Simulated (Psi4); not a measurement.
# UB2PLYP/def2-SVP (density fitting, density fitting for correlation, sweep point 2) run of NS (Mononitrogen monosulfide)

What is the vertical ionisation energy of NS (Mononitrogen monosulfide) at UB2PLYP/def2-SVP (density fitting, density fitting for correlation, sweep point 2)? 

The calculation is run with Psi4 1.11.

### 1 The structure to begin with

NS has 2 atoms, charge 0, and is taken as a doublet. As SMILES, `[N]=S`. Geometry: relaxed at PBE0-D4/def2-TZVP.

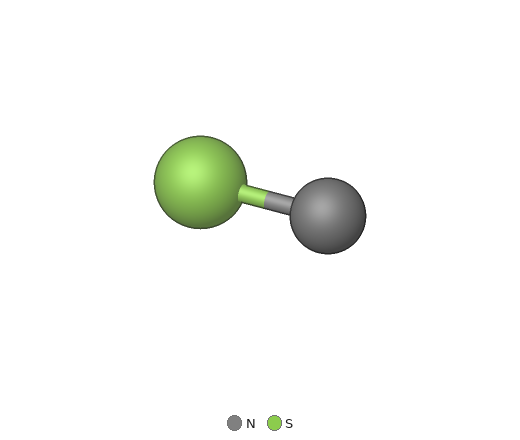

Viewed from a chosen angle; nitrogen grey, sulfur green.

### 2 A single-point energy at UB2PLYP/def2-SVP (density fitting, density fitting for correlation, sweep point 2)

The input, job.dat:

```
memory 1600 mb

molecule m {
  0 2
  N      0.000000     0.000000    -0.011220
  S      0.000000     0.000000     1.474400
  symmetry c1
}

set reference uks
set puream true
set scf_type df
set dft_radial_points 99
set dft_spherical_points 590
set num_frozen_docc 6
set maxiter 100

e_tot, wfn = energy('b2plyp/def2-SVP', return_wfn=True)
```

Started as:

```
$ psi4 -n 1 job.dat job.out
```

job.out:

```text
[...]
  Running in c1 symmetry.
[...]
  Nuclear repulsion =   39.894352253631489
[...]
  Multiplicity = 2
[...]
  Nalpha       = 12
  Nbeta        = 11
[...]
    Number of basis functions: 32
[...]
   @DF-UKS iter   1:  -452.29251148970565   -2.83621e-01   1.43067e-02 DIIS/ADIIS
[...]
   @DF-UKS iter  12:  -452.40821886881270   -1.66419e-08   5.70037e-07 DIIS
[...]
   @S^2 Observed:                7.771469688E-01
[...]
    Orbital Energies [Eh]
    ---------------------
    Alpha Occupied:
       1A    -90.200332     2A    -14.925852     3A     -8.431652
       4A     -6.280732     5A     -6.280499     6A     -6.279566
       7A     -1.077186     8A     -0.687707     9A     -0.498168
      10A     -0.459964    11A     -0.442044    12A     -0.275472
    Alpha Virtual:
      13A     -0.067887    14A      0.155653    15A      0.385164
      16A      0.708267    17A      0.708284    18A      0.709020
      19A      0.710331    20A      0.726200    21A      0.755683
      22A      0.766451    23A      0.783675    24A      0.868021
      25A      0.883919    26A      0.930861    27A      1.270225
[...]
  @DF-UKS Final Energy:  -452.40821886881270
   => Energetics <=
    Nuclear Repulsion Energy =             39.8943522536314887
    One-Electron Energy =                -702.3698860265886879
    Two-Electron Energy =                 225.5754416047925304
    DFT Exchange-Correlation Energy =     -15.5081267006480417
    Empirical Dispersion Energy =           0.0000000000000000
    VV10 Nonlocal Energy =                  0.0000000000000000
    Total Energy =                       -452.4082188688126962
[...]
 Multipole Moments:
 ------------------------------------------------------------------------------------
     Multipole            Electronic (a.u.)      Nuclear  (a.u.)        Total (a.u.)
 ------------------------------------------------------------------------------------
 L = 1.  Multiply by 2.5417464519 to convert [e a0] to [Debye]
 Dipole X            :          0.0000000            0.0000000            0.0000000
 Dipole Y            :         -0.0000000            0.0000000           -0.0000000
 Dipole Z            :          0.6940126            0.0149414            0.7089541
 Magnitude           :                                                    0.7089541
[...]
```

It took 5.1 s on 1 thread of Intel Xeon at 2.70GHz, shared host; peak memory 0.29 GiB.

### 3 The singlet cation

The input, calc.dat:

```
memory 1600 MB

molecule molecule1 {
  1 1
  N      0.000000     0.000000    -0.011220
  S      0.000000     0.000000     1.474400
  units angstrom
  symmetry c1
}

set basis def2-SVP
set puream true
set scf_type df
set dft_radial_points 99
set dft_spherical_points 590
set num_frozen_docc 6

energy('b2plyp')
print_variables()
```

Started as:

```
$ psi4 -i calc.dat -o calc.out -n 1
```

calc.out:

```text
[...]
  Running in c1 symmetry.
[...]
  Nuclear repulsion =   39.894352253631489
[...]
  Multiplicity = 1
[...]
  Nalpha       = 11
  Nbeta        = 11
[...]
    Number of basis functions: 32
[...]
   @DF-RKS iter   1:  -451.98070669703606    2.81843e-02   1.21997e-02 DIIS/ADIIS
[...]
   @DF-RKS iter   8:  -452.07004491300080   -6.66614e-09   1.69128e-07 DIIS
[...]
    Orbital Energies [Eh]
    ---------------------
    Doubly Occupied:
       1A    -90.603238     2A    -15.318948     3A     -8.828501
       4A     -6.676216     5A     -6.676216     6A     -6.676024
       7A     -1.421908     8A     -1.012958     9A     -0.792802
      10A     -0.775548    11A     -0.775548
[...]
  @DF-RKS Final Energy:  -452.07004491300080
   => Energetics <=
    Nuclear Repulsion Energy =             39.8943522536314887
    One-Electron Energy =                -693.8615756922077935
    Two-Electron Energy =                 217.2098549196233250
    DFT Exchange-Correlation Energy =     -15.3126763940478412
    Empirical Dispersion Energy =           0.0000000000000000
    VV10 Nonlocal Energy =                  0.0000000000000000
    Total Energy =                       -452.0700449130007996
[...]
 Multipole Moments:
 ------------------------------------------------------------------------------------
     Multipole            Electronic (a.u.)      Nuclear  (a.u.)        Total (a.u.)
 ------------------------------------------------------------------------------------
 L = 1.  Multiply by 2.5417464519 to convert [e a0] to [Debye]
 Dipole X            :          0.0000000            0.0000000            0.0000000
 Dipole Y            :          0.0000000            0.0000000            0.0000000
 Dipole Z            :          0.7582123            0.0149414            0.7731537
 Magnitude           :                                                    0.7731537
[...]
```

It took 3.9 s on 1 thread of Intel Xeon at 2.70GHz, shared host; peak memory 0.29 GiB.

### 4 Results

Level: UB2PLYP/def2-SVP (density fitting, density fitting for correlation, sweep point 2), 6 core orbitals frozen.

| quantity | value |
| --- | --- |
| doublet NS: total energy | -452.50396 Eh |
| doublet NS: HOMO energy (SCF part's orbitals) (highest over α and β) | -7.50 eV |
| doublet NS: LUMO energy (SCF part's orbitals) (lowest over α and β) | -1.85 eV |
| doublet NS: ⟨S²⟩ | 0.777 |
| singlet cation: total energy | -452.18539 Eh |
| singlet cation: HOMO energy (SCF part's orbitals) | -21.10 eV |
| singlet cation: LUMO energy (SCF part's orbitals) | -10.75 eV |
| singlet cation: HOMO–LUMO gap (SCF part's orbitals) | 10.36 eV |
| vertical ionisation energy (to the singlet cation) | 8.669 eV |

In words: Removing an electron at fixed nuclei costs 8.67 eV (200 kcal/mol). Only the singlet of the ionised species was computed; a triplet could lie lower.
